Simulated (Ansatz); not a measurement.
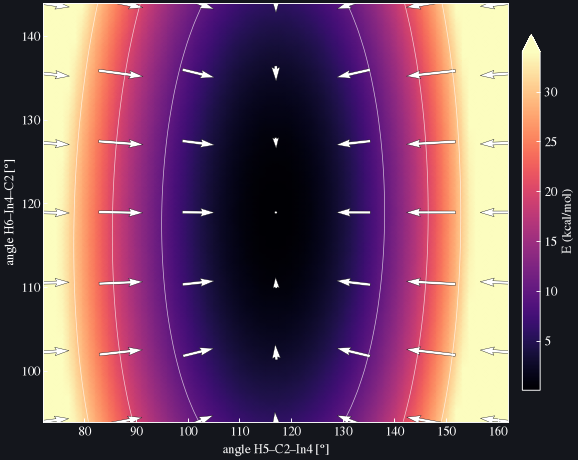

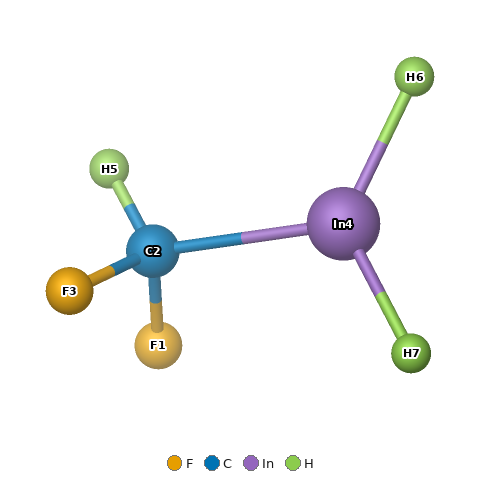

Energy landscape of CH3F2In, SMILES F[CH](F)[InH2]. First axis: angle H5–C2–In4. Second axis: angle H6–In4–C2. Nothing is relaxed (all other coordinates rigid). The scan uses a 7 × 7 grid. Energies are in kcal/mol, from the lowest grid point. These are results of RKS PBE0-D4/def2-TZVP in Ansatz 0.2.0, not measurements.

The picture shows a smooth colour map with a few white contour lines, arrows along the force (downhill), their lengths compressed, one colour for all values above the top of the scale. Between grid points the surface is interpolated. The second picture is the structure at the lowest point.

What does the map say about the system?

The lowest grid point is at angle H5–C2–In4 = 117°, angle H6–In4–C2 = 118.9°. It is the only kind of minimum in the scanned range. The highest grid point, angle H5–C2–In4 = 162°, angle H6–In4–C2 = 93.9°, lies 54.2 kcal/mol above the lowest. Round the minimum the two coordinates are nearly uncoupled.

Each point was launched as `ansatz run input.yaml --threads 1 --pin off --max-ram 2560MiB --backend cpu --events-out ev --progress --plain --runs-dir out`. Time for the 49 points that were run: 10 min on 1 thread of Arm Neoverse V1, with other jobs on the host.
